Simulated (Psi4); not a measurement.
## C₂H₃N: single-point calculation (part 2 of 2)

C₂H₃N (isocyanomethane); OMP2/def2-SVPD, RHF (Psi4 1.11). The geometry comes from this level: PBE0-D4/def2-TZVP.

Geometry of the input (Å):
```
C  0.7994  -1.7232  0.8840
N  0.3552  -0.7658  0.3929
C  -0.1825  0.3934  -0.2018
H  -1.1308  0.1562  -0.6860
H  0.5109  0.7832  -0.9483
H  -0.3522  1.1562  0.5592
```

### Output, continued
```
  MO_DIIS_NUM_VECS              => (empty)
  MO_MAXITER                    => (empty)
  MO_STEP_MAX                   => (empty)
  MP2_AMP_TYPE                  => (empty)
  MP2_OS_SCALE                  => (empty)
  MP2_SOS_SCALE                 => (empty)
  MP2_SOS_SCALE2                => (empty)
  MP2_SS_SCALE                  => (empty)
  MP2_TYPE                      => (empty)
  MP_TYPE                       => (empty)
  NAT_ORBS                      => FALSE           !
  NUM_FROZEN_DOCC               => 3               !
  NUM_FROZEN_UOCC               => (empty)
  NUM_GPUS                      => (empty)
  OCC_ORBS_PRINT                => (empty)
  OEPROP                        => (empty)
  OO_SCALE                      => (empty)
  OPT_METHOD                    => (empty)
  ORBITAL_OPTIMIZER_PACKAGE     => (empty)
  ORB_OPT                       => TRUE            !
  ORB_RESP_SOLVER               => (empty)
  ORTH_TYPE                     => (empty)
  PARENT_SYMMETRY               => (empty)
  PCG_BETA_TYPE                 => (empty)
  PCG_CONVERGENCE               => (empty)
  PCG_MAXITER                   => (empty)
  PCM                           => (empty)
  PE                            => (empty)
  PPL_TYPE                      => (empty)
  PRINT                         => (empty)
  PRINT_NOONS                   => (empty)
  PROPERTIES                    => (empty)
  PROPERTIES_ORIGIN             => (empty)
  PUREAM                        => TRUE            !
  QCHF                          => (empty)
  QC_MODULE                     => (empty)
  RAS1                          => (empty)
  RAS2                          => (empty)
  RAS3                          => (empty)
  RAS4                          => (empty)
  READ_SCF_3INDEX               => (empty)
  REGULARIZATION                => (empty)
  REG_PARAM                     => (empty)
  RELATIVISTIC                  => (empty)
  REMP_A                        => (empty)
  RESTRICTED_DOCC               => (empty)
  RESTRICTED_UOCC               => (empty)
  RMS_MOGRAD_CONVERGENCE        => (empty)
  R_CONVERGENCE                 => (empty)
  SCF_TYPE                      => PK              !
  SCREENING                     => (empty)
  SCS_TYPE                      => (empty)
  SOCC                          => (empty)
  SOS_TYPE                      => (empty)
  TRIPLES_IABC_TYPE             => (empty)
  WFN                           => (empty)
  WFN_TYPE                      => DF-OMP2         !
  WRITER_FILE_LABEL             => (empty)
  ZORA_BASIS_TOLERANCE          => (empty)
  ZORA_NR_DEBUG                 => (empty)
  ZORA_PRUNING_SCHEME           => (empty)
  ZORA_RADIAL_POINTS            => (empty)
  ZORA_SPHERICAL_POINTS         => (empty)

	Warning: cc_lambda option is changed to TRUE
	For this residual convergence, default PCG convergence is:     1.00e-07
	For this energy convergence, default RMS orbital gradient is:     3.16e-07
	For this energy convergence, default MAX orbital gradient is:     2.00e-06

 ==============================================================================
 ==============================================================================
 ==============================================================================

                      DF-OMP2 (DF-OO-MP2)

 ==============================================================================
 ==============================================================================
 ==============================================================================

	MO Hessian type is changed to 'HF'
	MO spaces...

	 FC   OCC   VIR   FV
	----------------------
	  3    8    73    0
	Number of basis functions in the DF-HF basis: 281
	Number of basis functions in the DF-CC basis: 261

	Minimum required memory for amplitudes:      7.81 MB

	Computing DF-MP2 energy using SCF MOs (Canonical DF-MP2)...
	=======================================================================
	Nuclear Repulsion Energy (a.u.)    :    60.35159691502649
	DF-HF Energy (a.u.)                :  -131.79975791663847
	REF Energy (a.u.)                  :  -131.79975791663847
	DF-MP2 Correlation Energy (a.u.)   :    -0.42916208362301
	DF-MP2 Total Energy (a.u.)         :  -132.22892000026147
	=======================================================================

	Number of independent-pairs: 827

 ==============================================================================
 ================ Performing DF-OMP2 iterations... ============================
 ==============================================================================
	            Minimizing DF-MP2-L Functional
	            ------------------------------
 Iter       E_total           DE           RMS MO Grad      MAX MO Grad      RMS T2
 ----    ---------------    ----------     -----------      -----------     ----------
	successfully fired up coupled DIIS...
   1     -132.2354720300     -6.51e-03       4.72e-04         3.85e-03        2.68e-05
   2     -132.2355635100     -9.15e-05       1.26e-04         1.57e-03        3.48e-06
   3     -132.2355748796     -1.14e-05       8.64e-05         1.21e-03        6.08e-07
   4     -132.2355802234     -5.34e-06       6.54e-05         9.45e-04        1.11e-07
   5     -132.2355865147     -6.29e-06       4.06e-05         7.20e-04        1.81e-07
   6     -132.2355900468     -3.53e-06       2.12e-05         4.66e-04        3.68e-08
   7     -132.2355908082     -7.61e-07       1.38e-05         3.19e-04        4.78e-08
   8     -132.2355912211     -4.13e-07       8.32e-06         1.71e-04        1.35e-08
   9     -132.2355913666     -1.45e-07       4.44e-06         7.65e-05        1.25e-08
  10     -132.2355914088     -4.22e-08       2.55e-06         4.66e-05        4.24e-09
  11     -132.2355914176     -8.77e-09       1.98e-06         3.65e-05        3.77e-09
  12     -132.2355914278     -1.02e-08       8.48e-07         1.72e-05        4.67e-09
  13     -132.2355914288     -1.01e-09       6.17e-07         1.16e-05        9.25e-10
  14     -132.2355914295     -6.59e-10       4.03e-07         7.91e-06        1.08e-09
  15     -132.2355914298     -2.98e-10       2.83e-07         5.64e-06        4.14e-10
  16     -132.2355914299     -1.79e-10       1.67e-07         3.56e-06        3.55e-10
  17     -132.2355914300     -5.39e-11       1.08e-07         2.23e-06        2.09e-10
  18     -132.2355914300     -1.76e-11       7.33e-08         1.58e-06        4.03e-10
  19     -132.2355914300     -9.35e-12       4.68e-08         9.85e-07        1.09e-10
  20     -132.2355914300     -2.10e-12       3.91e-08         8.00e-07        5.35e-11

 ==============================================================================
 ======================== DF-OMP2 ITERATIONS ARE CONVERGED ====================
 ==============================================================================

	Computing MP2 energy using optimized MOs...
	=======================================================================
	Nuclear Repulsion Energy (a.u.)    :    60.35159691502649
	DF-HF Energy (a.u.)                :  -131.79975791663847
	REF Energy (a.u.)                  :  -131.79265601922464
	DF-MP2 Correlation Energy (a.u.)   :    -0.43583351336500
	DF-MP2 Total Energy (a.u.)         :  -132.23559143000347
	=======================================================================

	=======================================================================
	================ DF-OMP2 FINAL RESULTS ================================
	=======================================================================
	Nuclear Repulsion Energy (a.u.)    :    60.35159691502649
	DF-HF Energy (a.u.)                :  -131.79975791663847
	REF Energy (a.u.)                  :  -131.79265601922464
	DF-OMP2 Correlation Energy (a.u.)  :    -0.43583351337753
	Edfomp2 - Eref (a.u.)              :    -0.44293541079136
	DF-OMP2 Total Energy (a.u.)        :  -132.23559143001600
	=======================================================================

	total time  =         28 seconds =       0.47 minutes
```

### Standard output
```
total energy -132.23559143 hartree = -3598.31372 eV
CURRENT CORRELATION ENERGY                         -0.4358335134
CURRENT ENERGY                                   -132.2355914300
CURRENT REFERENCE ENERGY                         -131.7997579166
DD SOLVATION ENERGY                                 0.0000000000
HF KINETIC ENERGY                                 131.1062171815
HF POTENTIAL ENERGY                              -262.9059750981
HF TOTAL ENERGY                                  -131.7997579166
HF VIRIAL RATIO                                     2.0052899149
MP2 CORRELATION ENERGY                             -0.4291620836
MP2 DOUBLES ENERGY                                 -0.4291620836
MP2 SINGLES ENERGY                                  0.0000000000
MP2 TOTAL ENERGY                                 -132.2289200003
NUCLEAR REPULSION ENERGY                           60.3515969150
OMP2 CORRELATION ENERGY                            -0.4358335134
OMP2 REFERENCE CORRECTION ENERGY                    0.0071018974
OMP2 TOTAL ENERGY                                -132.2355914300
ONE-ELECTRON ENERGY                              -296.4310895563
PCM POLARIZATION ENERGY                             0.0000000000
PE ENERGY                                           0.0000000000
SCF ITERATION ENERGY                             -131.7997579166
SCF ITERATIONS                                     10.0000000000
SCF TOTAL ENERGY                                 -131.7997579166
SCS(N)-MP2 CORRELATION ENERGY                     131.7997579166
SCS(N)-MP2 TOTAL ENERGY                             0.0000000000
SCS(N)-OMP2 CORRELATION ENERGY                    131.7997579166
SCS(N)-OMP2 TOTAL ENERGY                            0.0000000000
SCS-MP2 CORRELATION ENERGY                        131.7997579166
SCS-MP2 TOTAL ENERGY                                0.0000000000
SCS-OMP2 CORRELATION ENERGY                       131.7997579166
SCS-OMP2 TOTAL ENERGY                               0.0000000000
SOS-MP2 CORRELATION ENERGY                        131.7997579166
SOS-MP2 TOTAL ENERGY                                0.0000000000
SOS-OMP2 CORRELATION ENERGY                       131.7997579166
SOS-OMP2 TOTAL ENERGY                               0.0000000000
TWO-ELECTRON ENERGY                               104.2797347246
```

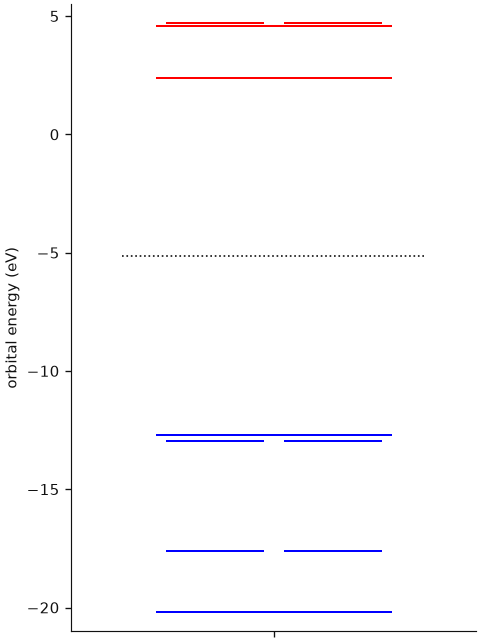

*Orbital energies near the frontier (SCF reference); the dotted line parts filled from empty levels, and levels within 0.02 eV of each other stand side by side.*

Highest filled −12.72 eV, lowest empty 2.41 eV, 15.13 eV apart.
